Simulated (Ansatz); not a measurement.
**BLYP/def2-SVP (core potential) run of InCl3 (SMILES [Cl][In]([Cl])[Cl])**

What is the vertical singlet–triplet gap of InCl3 at BLYP/def2-SVP (core potential)? 

Program for the calculation: Ansatz 0.2.0.

42 further runs of the same task are left out: 6 that didn't finish, 36 set aside as unsound or not needed. Runs told in other sessions of the task aren't counted.

## (1) The structure to begin with

InCl3: 4 atoms, total charge 0, spin state singlet. As SMILES, `[Cl][In]([Cl])[Cl]`. The shape is that of a PBE0-D4/def2-TZVP optimisation.

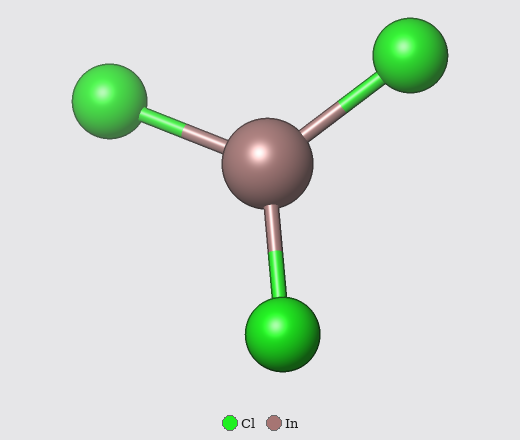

Viewed from a chosen angle; chlorine green, indium brown.

## (2) A single-point energy at BLYP/def2-SVP (core potential)

Input file in.yaml:

```yaml
crystal:
  periodic: [false, false, false]
  atoms:
    - {symbol: Cl, position_ang: [-0.202900, 0.521500, 2.213600]}
    - {symbol: In, position_ang: [0.014400, -0.014800, -0.005300]}
    - {symbol: Cl, position_ang: [1.015900, -1.985200, -0.615300]}
    - {symbol: Cl, position_ang: [-0.772000, 1.418300, -1.613200]}
basis:
  gaussian: {orbitals: def2-SVP}
hamiltonian: {xc: {name: BLYP}}
accuracy: high
output: {orbitals: {seedname: orbitals}}
```

On the command line:

```bash
$ ansatz run in.yaml --threads 1 --pin off --max-ram 3480MiB --events-out events.jsonl --progress --plain --runs-dir runs
```

The program printed:

```text
Warning: RAYON_NUM_THREADS=1 ignored (pool sized by the plan → 1); use --threads N
Functional definition: BLYP
  name "BLYP"
  parameter beta = 0.0042
  parameter a = 0.04918
  parameter b = 0.132
  parameter c = 0.2533
  parameter d = 0.349
  exchange = b88_x(beta = beta)
  correlation = lyp_c(a = a, b = b, c = c, d = d)
1621 factors; integrals over basis functions are off by at most 1.1e-8 eV
mean field evaluation 1: about -42730.2658 eV, gradient 2.6e1 eV
mean field evaluation 2: about -42725.2645 eV, gradient 5.0e1 eV
mean field evaluation 4: about -42732.2047 eV, gradient 9.7e-1 eV
mean field evaluation 8: about -42732.2042 eV, gradient 5.5e-3 eV
mean field evaluation 16: about -42732.2042 eV, gradient 1.8e-6 eV
mean field -42732.20419073 eV, -1570.3795390811 hartree, gradient 9.2e-8 eV, S^2 0.000000; 0 other end points of the search recorded, 0 dependent functions left out
reference -42732.20424325 eV, -1570.3795410111 hartree; 36, 36 occupied and 44, 44 virtual orbitals, 1621 factors
Total energy: -42732.20424325 eV, -1570.3795410111 hartree
```

It took 5.7 s on 1 thread of Arm Neoverse V1, shared host; peak memory 0.19 GiB.

## (3) The triplet, same level

Input file in.yaml:

```yaml
crystal:
  periodic: [false, false, false]
  atoms:
    - symbol: Cl
      position_ang: [-0.202900, 0.521500, 2.213600]
    - symbol: In
      position_ang: [0.014400, -0.014800, -0.005300]
    - symbol: Cl
      position_ang: [1.015900, -1.985200, -0.615300]
    - symbol: Cl
      position_ang: [-0.772000, 1.418300, -1.613200]
basis:
  gaussian: {orbitals: def2-SVP}
magnetization: {spin_polarized: true, initial_magnetization: 2}
hamiltonian: {xc: {name: BLYP}}
accuracy: high
output: {orbitals: {seedname: orbitals}}
```

On the command line:

```bash
$ ansatz run in.yaml --threads 1 --pin off --max-ram 3480MiB --events-out events.jsonl --progress --plain --runs-dir runs
```

The program printed, cut to the lines that bear on the results:

```text
Warning: RAYON_NUM_THREADS=1 ignored (pool sized by the plan → 1); use --threads N
[... 9 set-up lines as earlier in the session ...]
1621 factors; integrals over basis functions are off by at most 1.1e-8 eV
mean field evaluation 1: about -42727.3623 eV, gradient 1.2e1 eV
mean field evaluation 2: about -42726.6853 eV, gradient 1.6e1 eV
mean field evaluation 4: about -42727.3810 eV, gradient 7.8e0 eV
mean field evaluation 8: about -42727.3798 eV, gradient 7.8e0 eV
mean field evaluation 16: about -42728.0515 eV, gradient 2.9e-8 eV
mean field evaluation 32: about -42724.8783 eV, gradient 6.4e0 eV
mean field evaluation 64: about -42727.9700 eV, gradient 1.0e-3 eV
mean field -42728.05148946 eV, -1570.2269301243 hartree, gradient 2.5e-8 eV, S^2 2.001457; 10 other end points of the search recorded, 0 dependent functions left out
reference -42728.05154175 eV, -1570.2269320459 hartree; 37, 35 occupied and 43, 45 virtual orbitals, 1621 factors
Total energy: -42728.05154175 eV, -1570.2269320459 hartree
```

Run time: 47 s. Hardware: 1 thread of Arm Neoverse V1, shared host; peak memory 0.27 GiB.

## (4) Outcome

At BLYP/def2-SVP (core potential):

| quantity | value |
| --- | --- |
| singlet: total energy | -1570.37954 Eh |
| singlet: HOMO energy | -7.53 eV |
| singlet: LUMO energy | -3.46 eV |
| singlet: HOMO–LUMO gap | 4.07 eV |
| triplet: total energy | -1570.22693 Eh |
| triplet: HOMO energy (highest over α and β) | -3.35 eV |
| triplet: ⟨S²⟩ | 2.001 |
| vertical energy of the triplet above the singlet | 4.153 eV |

What this shows: At this shape the triplet lies 4.15 eV (401 kJ/mol) above the singlet.
